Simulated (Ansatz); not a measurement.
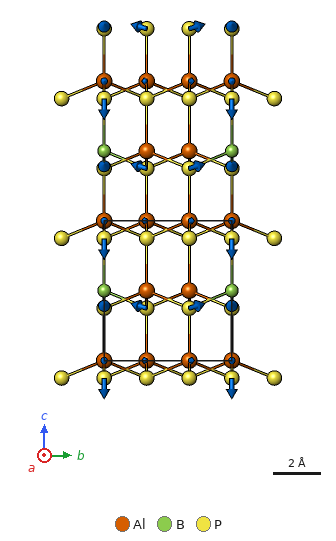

A relaxation of solid Al₅BP₆ (a generated structure, set up in P31m) (coarse preliminary run). The starting structure is drawn; blue arrows show the displacements (the part carried along by the change of the cell is left out), magnified 3 times.

Style: ball-and-stick. Shown: the cell of the calculation, repeated 1 × 1 × 2 with one cell outlined, along the a axis.

Computed with DFT PBE, scalar-relativistic, plane waves, PAW (Ansatz 0.2.0).

The input:
```yaml
crystal:
  lattice:
    - [6.30822564, 0.0, 0.0]
    - [-3.15411282, 5.46308366, 0.0]
    - [0.0, 0.0, 5.97799723]
  atoms:
    - { symbol: Al, position: [0.66666667, 0.0, 6.9e-05] }
    - { symbol: Al, position: [0.33333333, 0.33333333, 6.9e-05] }
    - { symbol: Al, position: [0.0, 0.66666667, 6.9e-05] }
    - { symbol: Al, position: [0.66666667, 0.33333333, 0.500069] }
    - { symbol: Al, position: [0.33333333, 0.66666667, 0.500069] }
    - { symbol: B, position: [0.0, 0.0, 0.500069] }
    - { symbol: P, position: [0.66666667, 0.0, 0.37493101] }
    - { symbol: P, position: [0.33333333, 0.33333333, 0.37493101] }
    - { symbol: P, position: [0.0, 0.66666667, 0.37493101] }
    - { symbol: P, position: [0.0, 0.0, 0.87493101] }
    - { symbol: P, position: [0.66666667, 0.33333333, 0.87493101] }
    - { symbol: P, position: [0.33333333, 0.66666667, 0.87493101] }
basis:
  ecutwfc: 420
kpoints:
  mp_grid: { grid: [3, 3, 4] }
hamiltonian:
  xc: pbe
scf:
  occupations: { method: gaussian, width: 0.1 }
  lower_state_search: "off"
output:
  forces: true
  stress: true
  eigenvalues: true
relax:
  adjacent_minimum: "off"
  f_tol: 0.04
  max_steps: 70
  cell: { stress_tol: 0.4 }
```

Launched with:
```bash
ansatz run input.yaml --threads 1 --pin off --max-ram 2560MiB --backend cpu --events-out ev --progress --plain --runs-dir out
```

Atoms of which element are displaced furthest, and by how much?

Phosphorus: up to 0.31 Å, against 0.09 Å for aluminium.

What happened in the run?

P10 moves most relative to the cell: 0.31 Å along −c. Largest moves by element: P 0.31 Å, Al 0.09 Å, B 0.01 Å. The volume changes by +11.2 %, with a = b 6.308 → 6.535 Å (+3.6 %), c 5.978 → 6.196 Å (+3.6 %). Some distances before and after: B6–P10 2.241 → 2.024 Å, B6–P7 2.232 → 2.030 Å, Al4–P7 2.232 → 2.431 Å, Al1–P7 2.241 → 2.398 Å. Bond angles that change, for instance: Al1–P10–Al2 109.4° → 100.4°, Al1–P10–B6 109.6° → 117.5°, Al4–P8–Al5 109.4° → 101.8°. The space group stays P31m (No. 157). The energy falls by 249 meV per atom in 4 accepted moves (5 points after the start). The largest force component goes from 3.2 to 0.022 eV/Å. The pressure goes from 15.79 to 0.12 GPa. The SCF was repeated once at an unchanged geometry on a basis and grid sized afresh for the cell, which shifted the energy by 1.0 meV per atom at most.
